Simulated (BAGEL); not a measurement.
**BH3O (SMILES BO) at HF/6-31G(d) (density fitting with qzvpp-jkfit, spherical functions)**

Aim: the vertical singlet–triplet gap of BH3O at HF/6-31G* (density fitting with qzvpp-jkfit, spherical functions), from 2 runs. 

Program for the calculation: BAGEL 1.2.2.

## 1. The structure to begin with

BH3O: 5 atoms, total charge 0, spin state singlet. As SMILES, `BO`. Geometry: relaxed at PBE0-D4/def2-TZVP.

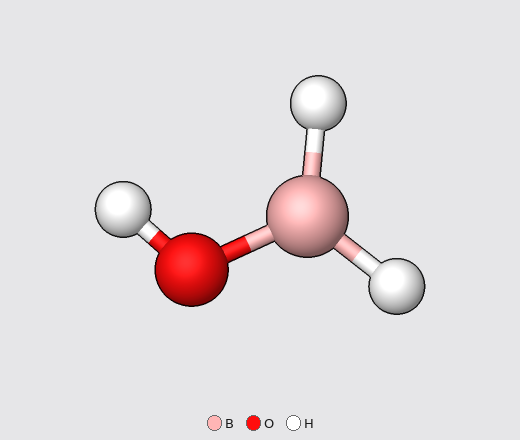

Viewed from a chosen angle; boron pink, oxygen red, hydrogen white.

## 2. A single-point energy at HF/6-31G(d) (density fitting with qzvpp-jkfit, spherical functions)

File input.json:

```json
{ "bagel": [

{
  "title": "molecule",
  "basis": "6-31gs.json",
  "df_basis": "qzvpp-jkfit",
  "angstrom": true,
  "geometry": [
    { "atom": "B", "xyz": [   -0.226600,   -0.352800,    0.074700 ] },
    { "atom": "O", "xyz": [    0.413500,    0.801800,    0.345900 ] },
    { "atom": "H", "xyz": [   -0.820300,   -0.865500,    0.977800 ] },
    { "atom": "H", "xyz": [   -0.190600,   -0.828900,   -1.028100 ] },
    { "atom": "H", "xyz": [    0.874000,    1.171800,   -0.411700 ] }
  ]
},
{
  "title": "hf"
},
{
  "title": "print",
  "file": "orbitals.molden",
  "orbitals": true
}

]}
```

The basis set 6-31G* is read from a file made from the Basis Set Exchange's data (not shown).

On the command line:

```
$ BAGEL_NUM_THREADS=1 BAGEL input.json > input.out
```

The program printed:

```text
* using 1 threads per process

  ===============================================================
  ===============================================================

  *** Geometry ***

  { "atom" : "B", "xyz" : [     -0.428212,     -0.666695,      0.141163 ] },
  { "atom" : "O", "xyz" : [      0.781402,      1.515182,      0.653656 ] },
  { "atom" : "H", "xyz" : [     -1.550142,     -1.635558,      1.847774 ] },
  { "atom" : "H", "xyz" : [     -0.360182,     -1.566394,     -1.942827 ] },
  { "atom" : "H", "xyz" : [      1.651621,      2.214381,     -0.778000 ] },

  Number of auxiliary basis functions:      206

  Since a DF basis is specified, we compute 2- and 3-index integrals:
    o Being stored without compression. Storage requirement is 0.002 GB

  Number of basis functions:       34
  Number of electrons      :       16

    * METHOD: MOLECULE                             0.05

  *** RHF ***

  === Nuclear Repulsion ===
    30.4046879546

      * DIIS with orbital gradients will be used.

  === RHF iteration (6-31gs.json) ===
      0       -101.19094051          0.04018849           0.00
      1       -101.27218426          0.02541713           0.00
      2       -101.31881787          0.00271910           0.00
      3       -101.31956851          0.00037458           0.00
      4       -101.31958378          0.00007672           0.00
      5       -101.31958479          0.00001337           0.00
      6       -101.31958483          0.00000326           0.00
      7       -101.31958483          0.00000058           0.00
      8       -101.31958483          0.00000014           0.00
      9       -101.31958483          0.00000006           0.00
     10       -101.31958483          0.00000002           0.00
     11       -101.31958483          0.00000001           0.00
    * SCF iteration converged.

    * Permanent dipole moment:
           (   -0.268259,    -0.141506,     0.594852) a.u.

    * METHOD: HF                                   0.10

    * METHOD: PRINT                                0.00

  ===============================================================
```

Wall time 0.32 s (1 thread of Arm Neoverse N1, shared host).

## 3. The triplet at the same level

File job.json:

```json
{ "bagel" : [

{
  "title" : "molecule",
  "basis" : "6-31gs.json",
  "df_basis" : "qzvpp-jkfit",
  "angstrom" : true,
  "geometry" : [
    { "atom" : "B", "xyz" : [   -0.226600,   -0.352800,    0.074700 ] },
    { "atom" : "O", "xyz" : [    0.413500,    0.801800,    0.345900 ] },
    { "atom" : "H", "xyz" : [   -0.820300,   -0.865500,    0.977800 ] },
    { "atom" : "H", "xyz" : [   -0.190600,   -0.828900,   -1.028100 ] },
    { "atom" : "H", "xyz" : [    0.874000,    1.171800,   -0.411700 ] }
  ]
},
{
  "title" : "uhf",
  "nopen" : 2
},
{
  "title" : "print",
  "file" : "orbitals.molden",
  "orbitals" : true
}

]}
```

The basis set 6-31G* is read from a file made from the Basis Set Exchange's data (not shown).

On the command line:

```
$ BAGEL_NUM_THREADS=1 BAGEL job.json > job.out
```

The program printed:

```text
* using 1 threads per process

  ===============================================================
  ===============================================================

  *** Geometry ***

  { "atom" : "B", "xyz" : [     -0.428212,     -0.666695,      0.141163 ] },
  { "atom" : "O", "xyz" : [      0.781402,      1.515182,      0.653656 ] },
  { "atom" : "H", "xyz" : [     -1.550142,     -1.635558,      1.847774 ] },
  { "atom" : "H", "xyz" : [     -0.360182,     -1.566394,     -1.942827 ] },
  { "atom" : "H", "xyz" : [      1.651621,      2.214381,     -0.778000 ] },

  Number of auxiliary basis functions:      206

  Since a DF basis is specified, we compute 2- and 3-index integrals:
    o Being stored without compression. Storage requirement is 0.002 GB

  Number of basis functions:       34
  Number of electrons      :       16

    * METHOD: MOLECULE                             0.05

  *** Open-shell HF ***

  === Nuclear Repulsion ===
    30.4046879546

      * DIIS with orbital gradients will be used.

  === UHF iteration (6-31gs.json) ===
      0       -100.92484145          0.08171729           0.01
      1       -101.01365833          0.05310550           0.01
      2       -101.04525565          0.03597537           0.01
      3       -101.07025999          0.00169575           0.01
      4       -101.07055999          0.00056566           0.01
      5       -101.07060836          0.00033893           0.01
      6       -101.07063460          0.00014839           0.01
      7       -101.07063959          0.00007758           0.01
      8       -101.07064153          0.00002697           0.01
      9       -101.07064169          0.00001432           0.01
     10       -101.07064173          0.00000900           0.01
     11       -101.07064175          0.00000719           0.01
     12       -101.07064177          0.00000503           0.01
     13       -101.07064179          0.00000255           0.01
     14       -101.07064179          0.00000141           0.01
     15       -101.07064179          0.00000105           0.01
     16       -101.07064179          0.00000025           0.01
     17       -101.07064179          0.00000010           0.01
     18       -101.07064179          0.00000005           0.01
     19       -101.07064179          0.00000003           0.01
     20       -101.07064179          0.00000002           0.01
     21       -101.07064179          0.00000002           0.01
     22       -101.07064179          0.00000002           0.01
     23       -101.07064179          0.00000001           0.01
    * SCF iteration converged.

    * S^2 (UHF) is 2.0152

    * Permanent dipole moment:
           (   -0.125963,     0.124752,     0.673592) a.u.

    * METHOD: UHF                                  0.24

    * METHOD: PRINT                                0.01

  ===============================================================
```

Run time: 0.46 s. Hardware: 1 thread of Arm Neoverse N1, shared host.

## 4. Results

At HF/6-31G* (density fitting with qzvpp-jkfit, spherical functions):

| quantity | value |
| --- | --- |
| singlet: total energy | -101.31958 Eh |
| singlet: dipole moment | 1.70 D |
| singlet: HOMO energy | -12.51 eV |
| singlet: LUMO energy | 4.05 eV |
| singlet: HOMO–LUMO gap | 16.56 eV |
| triplet: total energy | -101.07064 Eh |
| triplet: dipole moment | 1.77 D |
| triplet: ⟨S²⟩ | 2.015 |
| vertical energy of the triplet above the singlet | 6.774 eV |

What this shows: At this shape the triplet lies 6.77 eV (654 kJ/mol) above the singlet.
